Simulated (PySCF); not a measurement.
# C6H9FSi: what the fields show

```xyz
17

C     3.7977    0.5411    0.0150
C     2.4434    0.0432   -0.0191
C     1.3117   -0.3726   -0.0471
Si   -0.4166   -0.9968   -0.0892
C    -1.6464   -0.1874    1.1364
C    -2.5747    0.1784   -0.0275
F    -3.0434    1.4756    0.0463
C    -1.6386   -0.0499   -1.2198
H     4.0058    0.9851    0.9881
H     4.4983   -0.2748   -0.1603
H     3.9343    1.2987   -0.7561
H    -0.4787   -2.4578   -0.1746
H    -2.1202   -0.7834    1.9120
H    -1.2579    0.7167    1.6011
H    -3.4660   -0.4558   -0.0669
H    -1.2492    0.9030   -1.5728
H    -2.1065   -0.5512   -2.0629
```

Geometry: GFN2-xTB.

Level of theory: PySCF, B3LYP/def2-SVPD, SCF density, gas phase.

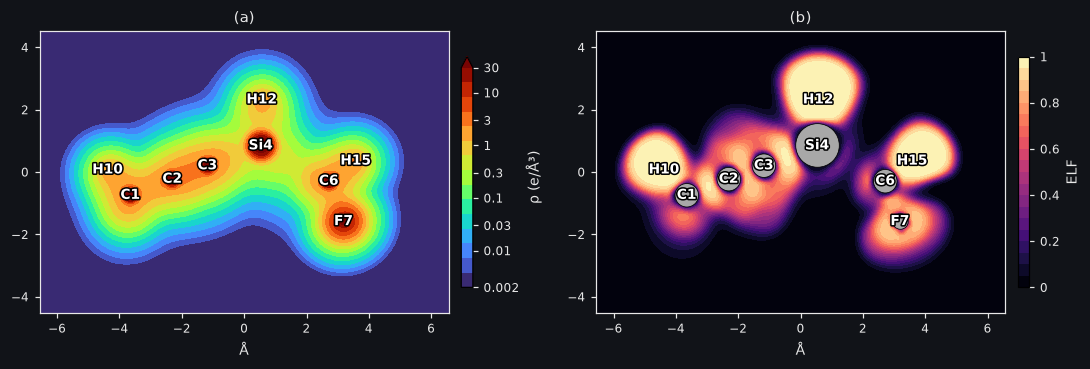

Figure 1. (a) total electron density; (b) ELF on the plane of atoms F7, C6 and H15. Grey discs cover the atomic cores in the ELF map.

Read the bonding off the picture.

Answer. The section cuts through C, Si, F and H sites.
C–C (1.21 Å): ρ at the midpoint is about 2.7 e/Å³; the ELF peaks at about 0.85 between the atoms; a multiple bond.
C–F (1.38 Å): the density is about 2.1 e/Å³ at the midpoint, with its minimum of 1.6 e/Å³ about 0.5 Å from C; the ELF peaks at about 0.85 between the atoms, as expected for a shared but strongly polarised pair.
C–Si (1.84 Å): ρ at the midpoint is about 0.95 e/Å³; the ELF peaks at about 0.95 between the atoms (a shared electron pair).
C–H (1.09 Å): ρ is about 2 e/Å³ halfway; the ELF climbs to about 1 towards the hydrogen, as it does in any bond to H (an ordinary covalent bond to hydrogen).
Si–H (1.46 Å): ρ at the midpoint is about 0.79 e/Å³; the ELF climbs to about 1 towards the hydrogen.
The ELF also peaks beside F7, away from the bonds: lone-pair regions.

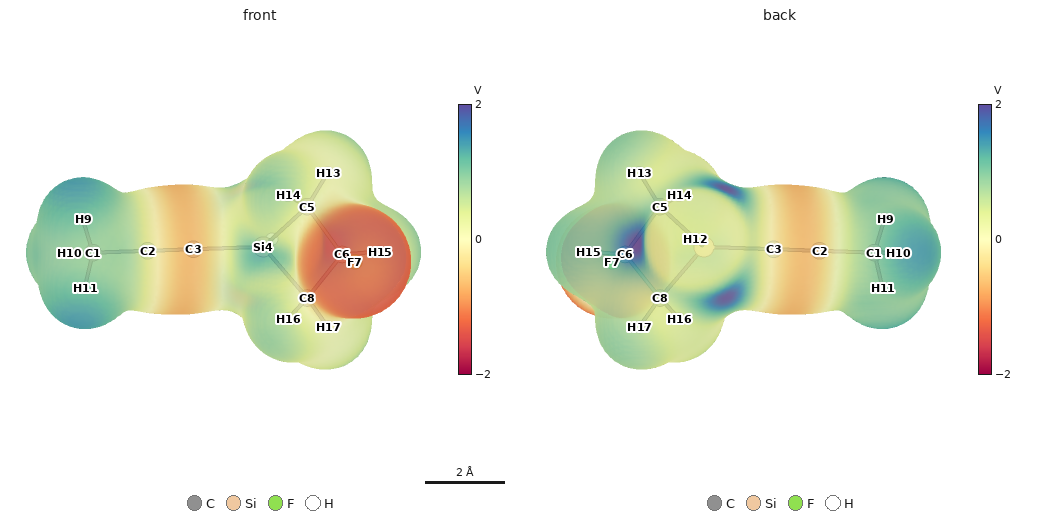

Figure 2. The electrostatic potential painted on the density surface at 0.004 e/bohr³, seen from the front and from behind; red is negative and blue positive.

Where is the surface potential most negative and most positive?

Answer. The most negative region (about −1.4 V) lies over F7, the most positive (about +1.9 V) over Si4.

What dipole moment does the calculation give?

Answer. Its dipole moment is 2.65 D.
